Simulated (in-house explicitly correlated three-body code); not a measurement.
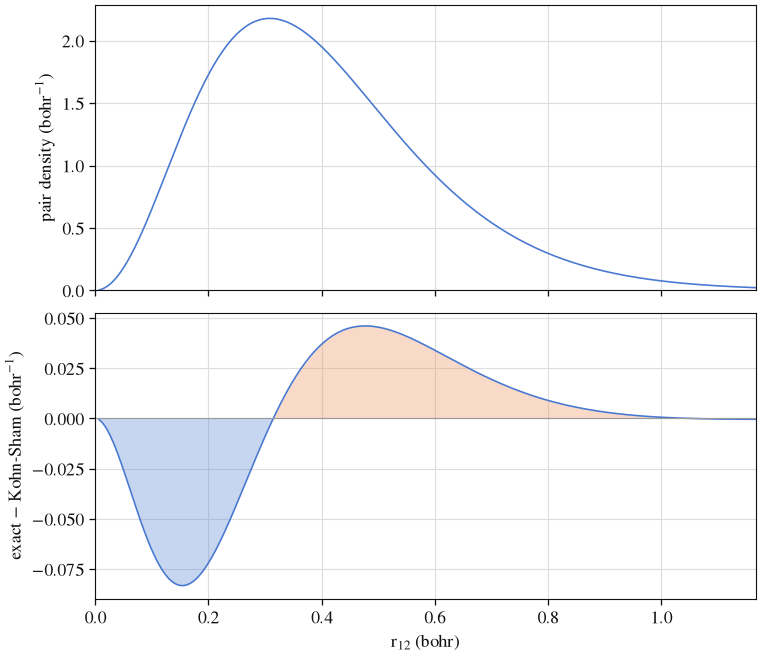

Two electrons around a point charge Z = 5.9. Computed variationally in 260 exponentially correlated functions with an in-house code, non-relativistic, converged to about 10⁻⁷ hartree. The plot shows the distribution of the distance r₁₂ between the electrons in the ground state (one pair, times 4πr₁₂²) and its difference from that of the Kohn-Sham determinant with the same density, the Coulomb hole.

### How large and how deep is the Coulomb hole?

The pair density peaks near r₁₂ = 0.31 bohr, and ⟨r₁₂⟩ = 0.4026 bohr. Correlation takes weight from short distances: the hole is deepest (−0.083 bohr⁻¹) near 0.15 bohr and first changes sign near 0.31 bohr, moving 1.5 % of the pair outwards. The mean cosine of the angle between the electrons is −0.0224, and the density-functional correlation energy is −45.03 millihartree.
